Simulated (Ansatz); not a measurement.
AlBNH₇O: geometry relaxation (part 2 of 2)

The same run, continued: AlBNH₇O; RKS BLYP-D4/6-31G* (Ansatz 0.2.0). The input holds or restrains some coordinates. It belongs to a series of runs on one base structure; here: pulled along the bonds that form and break, towards end A.

Geometry of the input (Å):
```
B  0.0000  0.0000  0.0000
H  0.0000  0.0000  1.5400
H  1.0305  0.0000  -0.5950
N  -1.3423  0.0000  -0.7750
H  -2.0112  -0.8164  -0.6764
H  -1.5914  0.8164  -1.4036
O  -0.2139  1.6086  0.5392
Al -1.7146  2.5509  0.3706
H  -2.9671  1.9092  -0.3024
H  -1.7772  4.0185  0.8959
H  -0.1135  0.8538  1.5370
```

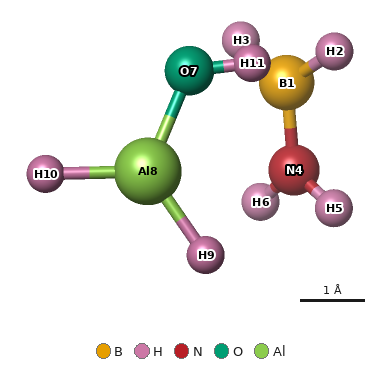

**Figure 1.** The geometry at step 10 of the log (ball-and-stick view, seen at a tilt; atoms are numbered from 1 in the order of the input).

**Trajectory as extended XYZ, continued**
```
11
Properties=species:S:1:pos:R:3:forces:R:3 step=2 energy=-10921.11309
B    -0.0053   -0.0994    0.0166   -2.0766   2.4077  -0.3589
H     0.0225   -0.1775    1.4628   -0.0307  -1.6835  -1.5984
H     1.0333   -0.0123   -0.5861    0.1799  -0.4448   0.4972
N    -1.3341   -0.0219   -0.7654    0.9929  -1.4660   1.0554
H    -2.0099   -0.8097   -0.6848    0.2114   1.0396  -0.4530
H    -1.5852    0.7991   -1.3913    0.4749  -1.8717   0.6920
O    -0.2108    1.7471    0.6075    1.1502  -0.6554   2.4057
Al   -1.7270    2.5601    0.3708   -0.2608   0.0318   0.2493
H    -2.9727    1.9112   -0.3046   -0.4649   0.1655  -0.2584
H    -1.7765    4.0235    0.8989    0.0310   0.4980   0.1876
H    -0.1350    1.0208    1.5060   -0.2074   1.9788  -2.4185
11
Properties=species:S:1:pos:R:3:forces:R:3 step=3 energy=-10921.86040
B    -0.0056   -0.2493    0.0258   -1.2489   2.6334  -0.6153
H     0.0339   -0.3295    1.3489   -0.2432  -1.4195  -1.8073
H     1.0314   -0.0128   -0.5813   -0.2318  -0.4325   0.4792
N    -1.3219   -0.0363   -0.7497    1.2113  -1.1592   1.0702
H    -2.0113   -0.7968   -0.6862   -0.2774   0.7439  -0.1253
H    -1.5739    0.7738   -1.3865    0.7388  -1.8878   0.4508
O    -0.2035    1.8708    0.7050    1.0653  -0.6940   1.6772
Al   -1.7362    2.5647    0.3768   -0.5077   0.3729   0.2917
H    -2.9775    1.9124   -0.3088   -0.3969   0.0762  -0.2823
H    -1.7782    4.0307    0.9000   -0.1322   0.5660   0.0660
H    -0.1577    1.2133    1.4865    0.0227   1.2006  -1.2049
11
Properties=species:S:1:pos:R:3:forces:R:3 step=4 energy=-10922.41064
B     0.0029   -0.3301   -0.0025   -1.5455   2.4828  -1.3960
H     0.0207   -0.4530    1.1992   -0.2078  -1.3608  -0.1333
H     1.0097   -0.0274   -0.5665    0.2718  -0.1548  -0.0147
N    -1.3003   -0.0693   -0.7290    1.1783  -0.8979   0.8003
H    -2.0280   -0.7831   -0.6667   -0.4185   0.4880   0.2201
H    -1.5385    0.7068   -1.3913    0.7622  -1.4686   0.1000
O    -0.1838    2.0113    0.8134    0.4507   0.1357   0.2627
Al   -1.7509    2.5822    0.3918   -0.2167   0.4257   0.3038
H    -2.9863    1.9151   -0.3196   -0.2183   0.0122  -0.1938
H    -1.7919    4.0581    0.8953   -0.2889   0.5823  -0.0460
H    -0.1544    1.3305    1.5063    0.2327  -0.2445   0.0969
11
Properties=species:S:1:pos:R:3:forces:R:3 step=5 energy=-10923.11594
B    -0.0137   -0.2713   -0.0374   -0.4472   0.8887  -0.9952
H    -0.0189   -0.5674    1.1427   -0.0715  -0.7071  -0.3370
H     1.0511   -0.0193   -0.6011   -0.6286   0.0642   0.3434
N    -1.2889   -0.1234   -0.7400    0.8265  -0.4347   0.3958
H    -2.0763   -0.7620   -0.5711    0.0166   0.6388   0.2659
H    -1.4777    0.5560   -1.4981    0.4153  -0.9971   0.0237
O    -0.1483    2.1253    0.9495   -0.8053  -0.6690   0.5520
Al   -1.7730    2.6387    0.4427    0.7606   0.1230   0.4149
H    -2.9830    1.9396   -0.3278    0.0269   0.0099   0.0285
H    -1.8504    4.1439    0.8848   -0.2409   0.3858  -0.1007
H    -0.1215    1.2808    1.4861    0.1478   0.6975  -0.5913
11
Properties=species:S:1:pos:R:3:forces:R:3 step=6 energy=-10923.54011
B     0.0186   -0.2509   -0.0700   -0.6785   0.3530  -0.7433
H     0.0091   -0.6376    1.0770    0.0619  -0.4168  -0.1725
H     1.0443    0.0575   -0.6342   -0.2916   0.0687   0.1786
N    -1.2532   -0.1546   -0.7369    0.6197  -0.3759   0.1179
H    -2.0699   -0.6991   -0.4382    0.0840   0.4789   0.0944
H    -1.4312    0.3877   -1.5954    0.2565  -0.6267   0.1780
O    -0.2138    2.0948    1.0352   -0.5930  -0.6078   0.6510
Al   -1.7761    2.6970    0.4922    0.5724   0.2352   0.2216
H    -2.9736    2.0180   -0.3028   -0.0458  -0.1359   0.0372
H    -1.8531    4.2373    0.8382   -0.0902   0.2121  -0.0682
H    -0.2018    1.1908    1.4650    0.1046   0.8154  -0.4948
11
Properties=species:S:1:pos:R:3:forces:R:3 step=7 energy=-10923.79325
B     0.0092   -0.1986   -0.0936   -0.2145  -0.0204  -0.6069
H     0.0224   -0.6710    1.0139    0.0784  -0.1904   0.0254
H     1.0044    0.1943   -0.6442   -0.1281   0.0339   0.1140
N    -1.2339   -0.1838   -0.7682    0.0586  -0.2289  -0.2427
H    -2.0615   -0.6778   -0.4176    0.1249   0.3432  -0.0094
H    -1.4028    0.2626   -1.6824    0.1877  -0.3987   0.3374
O    -0.2800    2.0629    1.1900   -0.3287  -0.5025   0.4933
Al   -1.7372    2.7363    0.5074    0.1317   0.2052   0.2401
H    -2.9804    1.9798   -0.1542    0.0266  -0.0234   0.0674
H    -1.7657    4.3221    0.6795    0.0333  -0.0194  -0.1304
H    -0.2752    1.1143    1.4998    0.0301   0.8013  -0.2883
11
Properties=species:S:1:pos:R:3:forces:R:3 step=8 energy=-10923.90378
B     0.0121   -0.1726   -0.1090   -0.0158  -0.1646  -0.5854
H     0.0331   -0.6704    0.9837    0.0436  -0.0785   0.1487
H     0.9969    0.2633   -0.6394   -0.0646   0.0069   0.0647
N    -1.2035   -0.2280   -0.8159   -0.0838  -0.0903  -0.2200
H    -2.0464   -0.6727   -0.4438    0.0870   0.1664  -0.0369
H    -1.3486    0.1568   -1.7574    0.1236  -0.1990   0.2660
O    -0.3372    2.0365    1.2586   -0.1922  -0.3436   0.4092
Al   -1.7454    2.7742    0.5557    0.0681   0.1402   0.1344
H    -3.0455    2.0055    0.0331    0.0079  -0.0219   0.0562
H    -1.6694    4.3712    0.5466    0.0395  -0.1014  -0.0857
H    -0.3467    1.0773    1.5180   -0.0135   0.6860  -0.1512
11
Properties=species:S:1:pos:R:3:forces:R:3 step=9 energy=-10923.95278
B     0.0118   -0.1520   -0.1244    0.0573  -0.2120  -0.4774
H     0.0225   -0.6503    0.9662    0.0145  -0.0514   0.2089
H     1.0011    0.2929   -0.6318   -0.0095   0.0022  -0.0007
N    -1.1826   -0.2398   -0.8595   -0.0972  -0.0133  -0.1355
H    -2.0411   -0.6468   -0.4839    0.0588   0.0599  -0.0593
H    -1.2933    0.0988   -1.8187    0.0504  -0.0771   0.1424
O    -0.3634    2.0182    1.2985   -0.1004  -0.2947   0.3864
Al   -1.7485    2.7813    0.5862   -0.0247   0.0715   0.0705
H    -3.1046    2.0125    0.2237    0.0199   0.0049   0.0441
H    -1.6009    4.3630    0.4108    0.0362  -0.1141  -0.0631
H    -0.4017    1.0632    1.5632   -0.0051   0.6242  -0.1162
11
Properties=species:S:1:pos:R:3:forces:R:3 step=10 energy=-10923.97881
B     0.0049   -0.1216   -0.1446    0.0925  -0.2435  -0.3784
H     0.0012   -0.6058    0.9521   -0.0072  -0.0695   0.2027
H     1.0063    0.3111   -0.6387   -0.0180   0.0190  -0.0178
N    -1.1719   -0.2332   -0.9056   -0.0499   0.0489  -0.0654
H    -2.0394   -0.6276   -0.5404    0.0341   0.0141  -0.0546
H    -1.2490    0.0653   -1.8791    0.0087  -0.0123   0.0705
O    -0.3738    2.0042    1.3483   -0.1175  -0.3902   0.4667
Al   -1.7638    2.7710    0.6508    0.0118   0.1684  -0.2707
H    -3.1526    1.9995    0.3933    0.0823   0.0963   0.1279
H    -1.5221    4.3162    0.2385   -0.0676  -0.3247   0.0902
H    -0.4406    1.0619    1.6558    0.0309   0.6935  -0.1712
11
Properties=species:S:1:pos:R:3:forces:R:3 step=11 energy=-10923.99605
B    -0.0028   -0.1005   -0.1458    0.1371  -0.2335  -0.3397
H    -0.0112   -0.5917    0.9474   -0.0049  -0.0890   0.1848
H     1.0013    0.3314   -0.6356   -0.0208   0.0151  -0.0147
N    -1.1776   -0.2015   -0.9121   -0.0979   0.0908  -0.1031
H    -2.0479   -0.5960   -0.5528    0.0454   0.0140  -0.0642
H    -1.2474    0.0974   -1.8870    0.0084  -0.0265   0.1020
O    -0.3747    1.9952    1.3873   -0.0566  -0.4157   0.4436
Al   -1.7490    2.7289    0.6296   -0.0608   0.1756  -0.2235
H    -3.1555    1.9689    0.4445    0.0903   0.0966   0.0957
H    -1.4973    4.2526    0.1515   -0.0621  -0.3203   0.0754
H    -0.4384    1.0562    1.7033    0.0219   0.6927  -0.1563
11
Properties=species:S:1:pos:R:3:forces:R:3 step=12 energy=-10924.03076
B    -0.0033   -0.0810   -0.1491    0.1073  -0.0772  -0.2678
H    -0.0282   -0.5692    0.9441    0.0148  -0.1766   0.1305
H     1.0060    0.3461   -0.6325   -0.0086  -0.0270  -0.0155
N    -1.1834   -0.1319   -0.9173   -0.1368   0.0921  -0.1396
H    -2.0574   -0.5337   -0.5735    0.0589   0.0216  -0.0641
H    -1.2363    0.1559   -1.8976    0.0193  -0.0329   0.1349
O    -0.3746    1.9731    1.4299   -0.0608  -0.3474   0.3878
Al   -1.7375    2.6604    0.6025   -0.0716  -0.0023  -0.1106
H    -3.1799    1.9489    0.5414    0.1033   0.0695   0.0664
H    -1.4696    4.1256    0.0054   -0.0211  -0.1933   0.0240
H    -0.4364    1.0468    1.7770   -0.0047   0.6734  -0.1461
11
Properties=species:S:1:pos:R:3:forces:R:3 step=13 energy=-10924.07176
B    -0.0138   -0.0470   -0.1463    0.1199  -0.0712  -0.2560
H    -0.0540   -0.5461    0.9406    0.0132  -0.2070   0.0902
H     1.0073    0.3510   -0.6303   -0.0187  -0.0064   0.0091
N    -1.1959   -0.0515   -0.9220   -0.1692   0.1278  -0.1328
H    -2.0700   -0.4744   -0.6021    0.0714   0.0484  -0.0464
H    -1.2244    0.2113   -1.9113    0.0316  -0.0159   0.1620
O    -0.3732    1.9664    1.4855   -0.0580  -0.3550   0.2702
Al   -1.7233    2.5808    0.5711   -0.0757  -0.1514   0.0227
H    -3.1911    1.9172    0.6297    0.1302   0.0632   0.0279
H    -1.4445    3.9874   -0.1335    0.0011  -0.1285  -0.0293
H    -0.4177    1.0460    1.8489   -0.0459   0.6958  -0.1176
11
Properties=species:S:1:pos:R:3:forces:R:3 step=14 energy=-10924.11859
B    -0.0192   -0.0240   -0.1438    0.0930   0.0152  -0.2068
H    -0.0758   -0.5277    0.9397    0.0187  -0.2609   0.0374
H     1.0112    0.3508   -0.6263   -0.0167  -0.0223   0.0126
N    -1.2077    0.0347   -0.9174   -0.1742   0.1431  -0.0910
H    -2.0855   -0.3939   -0.6144    0.0704   0.0409  -0.0348
H    -1.2178    0.2823   -1.9111    0.0402   0.0121   0.1582
O    -0.3716    1.9579    1.5232   -0.0291  -0.4013   0.2517
Al   -1.7195    2.5020    0.5557    0.0041  -0.1878  -0.0768
H    -3.1953    1.8736    0.6878    0.0936   0.0555   0.0406
H    -1.4232    3.8417   -0.2669   -0.0239  -0.1348   0.0103
H    -0.3964    1.0436    1.9038   -0.0762   0.7404  -0.1014
11
Properties=species:S:1:pos:R:3:forces:R:3 step=15 energy=-10924.18190
B    -0.0263    0.0026   -0.1383    0.1827   0.0412  -0.0804
H    -0.0993   -0.5077    0.9406    0.0184  -0.3138  -0.0353
H     1.0147    0.3444   -0.6217   -0.0290  -0.0194   0.0173
N    -1.2192    0.1271   -0.9079   -0.2657   0.2709  -0.0380
H    -2.1020   -0.3040   -0.6224    0.0581  -0.0003  -0.0292
H    -1.2132    0.3710   -1.9027    0.0488   0.0232   0.1396
O    -0.3752    1.9532    1.5624    0.0285  -0.5237   0.1467
Al   -1.7036    2.3888    0.5044   -0.0261  -0.1192  -0.0198
H    -3.1991    1.8348    0.7477    0.1284   0.0199  -0.0212
H    -1.4091    3.6871   -0.3891   -0.0270  -0.1877   0.0065
H    -0.3684    1.0438    1.9572   -0.1172   0.8088  -0.0862
11
Properties=species:S:1:pos:R:3:forces:R:3 step=16 energy=-10924.23086
B    -0.0271    0.0079   -0.1322    0.0545   0.2504  -0.0556
H    -0.1104   -0.5080    0.9426    0.0216  -0.3981  -0.0832
H     1.0172    0.3332   -0.6165   -0.0065  -0.0517   0.0009
N    -1.2329    0.2255   -0.8758   -0.1884   0.1496   0.0228
H    -2.1142   -0.2238   -0.6125    0.0537   0.0030  -0.0217
H    -1.2216    0.4867   -1.8660    0.0640   0.0222   0.1137
O    -0.3706    1.9453    1.5762    0.0410  -0.4736   0.1739
Al   -1.7068    2.3370    0.5048    0.1377  -0.3229  -0.3084
H    -3.1889    1.7638    0.7499    0.0314   0.0919   0.0782
H    -1.3955    3.5359   -0.5124   -0.0704  -0.0792   0.1195
H    -0.3498    1.0374    1.9723   -0.1386   0.8085  -0.0400
11
Properties=species:S:1:pos:R:3:forces:R:3 step=17 energy=-10924.28484
B    -0.0283    0.0249   -0.1226    0.3003   0.2208   0.2119
H    -0.1219   -0.4993    0.9469    0.0166  -0.4557  -0.1878
H     1.0214    0.3124   -0.6171   -0.0361  -0.0400  -0.0053
N    -1.2453    0.3192   -0.8435   -0.3261   0.2080   0.0328
H    -2.1200   -0.1590   -0.6070    0.0306  -0.0854  -0.0377
H    -1.2218    0.5847   -1.8319    0.0717   0.0069   0.0107
O    -0.3906    1.9444    1.5948    0.2022  -0.7882  -0.0758
Al   -1.6735    2.1774    0.3983   -0.2065   0.3423   0.0988
H    -3.1891    1.7623    0.7875    0.1257  -0.0624  -0.0818
H    -1.4075    3.4346   -0.5707   -0.0078  -0.2195   0.0202
H    -0.3241    1.0395    1.9954   -0.1706   0.8732   0.0140
11
Properties=species:S:1:pos:R:3:forces:R:3 step=18 energy=-10924.31026
B    -0.0162    0.0193   -0.1171   -0.0026   0.3533   0.0917
H    -0.1127   -0.5156    0.9463    0.0179  -0.4623  -0.1753
H     1.0330    0.2726   -0.6290   -0.0227   0.0003   0.0087
N    -1.2471    0.3665   -0.8149   -0.1102  -0.0004   0.0533
H    -2.1121   -0.1437   -0.6050    0.0628  -0.0160  -0.0197
H    -1.2173    0.6499   -1.7983    0.0683  -0.0321  -0.0046
O    -0.3877    1.9418    1.5860    0.1855  -0.7240  -0.0269
Al   -1.6906    2.1962    0.4125   -0.0468   0.0124  -0.0237
H    -3.1873    1.7371    0.7954    0.0267   0.0317  -0.0022
H    -1.4188    3.3844   -0.6264   -0.0226  -0.0508   0.0654
H    -0.3439    1.0325    1.9808   -0.1564   0.8880   0.0333
```

**Results in brief**

| quantity | value |
| --- | --- |
| outcome | converged under the restraints of the input |
| total energy | −10924.3106 eV |
| mean-field energy | −10923.8837 eV |
| largest force (length of the vector) at the end, held atoms and coordinates included | 0.902 eV/Å |
| hardware | 1 thread of Arm Neoverse V2, 24 GiB of memory available, shared host |
| wall time | 50 s |
| peak memory | 0.15 GiB |
